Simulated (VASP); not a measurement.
Band structure of AlP (zinc blende). Level of theory: PBE GGA with D3 dispersion (zero damping), VASP's PBE PAW potentials (set 64) (plane waves; VASP 6.6.1).

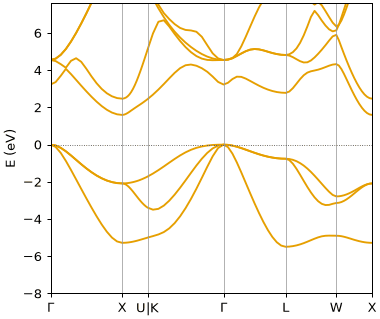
Fig. 1. Bands along high-symmetry lines, zero at the valence-band maximum or, without a gap, the Fermi level

Problem. Read the plot: is there a gap, and where are the band edges?

Solution. The gap is indirect, 1.60 eV, from the valence maximum at Γ to the conduction minimum at X. (Edges off the drawn lines would not show.)

Measured: gap 2.54 eV (computed value off by -0.94 eV), as given by Wei Chen et al., Physical Review Materials (2018), doi:10.1103/physrevmaterials.2.073803 [zero-point renormalisation of 0.02 eV added back (the table's ZPR column)].

The compound is AlP in the zinc blende structure. It was relaxed first.
